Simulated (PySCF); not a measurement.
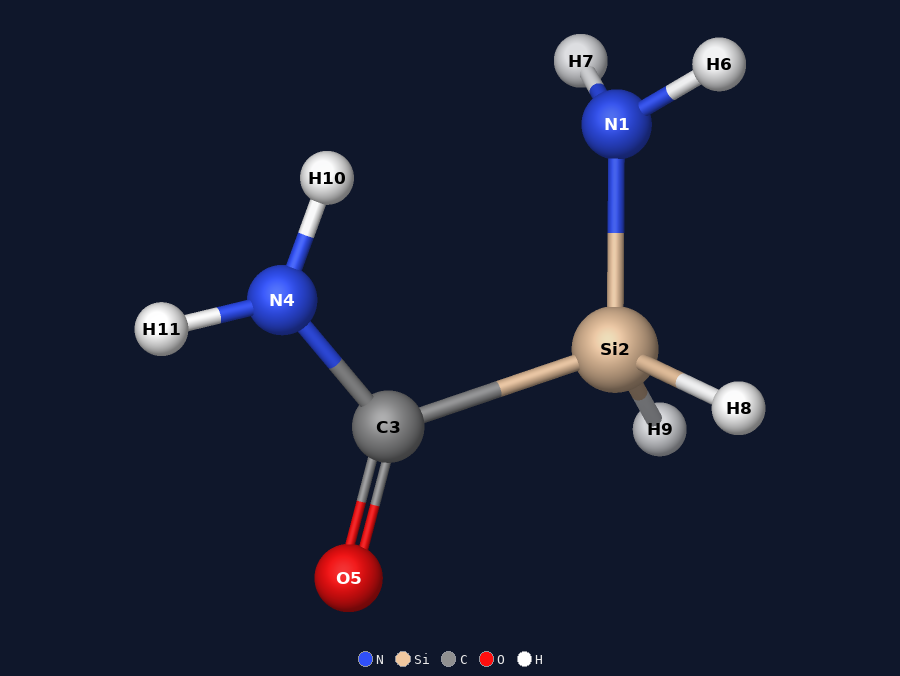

The computed structure is the end point of a PBE0-D3(BJ)/def2-SVP optimisation. No frequency run is at hand to confirm it as a minimum. Method: delta-SCF UKS SCAN, pcX-2 on the ionised atom, pcseg-1 elsewhere, spin-free X2C (PySCF 2.14.0).

Give the core-electron binding energies (to vacuum; p and d levels without spin–orbit splitting) of N1 1s, Si2 1s, Si2 2p, C3 1s, N4 1s, O5 1s.

| atom | level | binding energy (eV) |
| --- | --- | --- |
| N1 | 1s | 405.1 |
| Si2 | 1s | 1846.9 |
| Si2 | 2p | 107.3 |
| C3 | 1s | 293.1 |
| N4 | 1s | 405.8 |
| O5 | 1s | 536.8 |
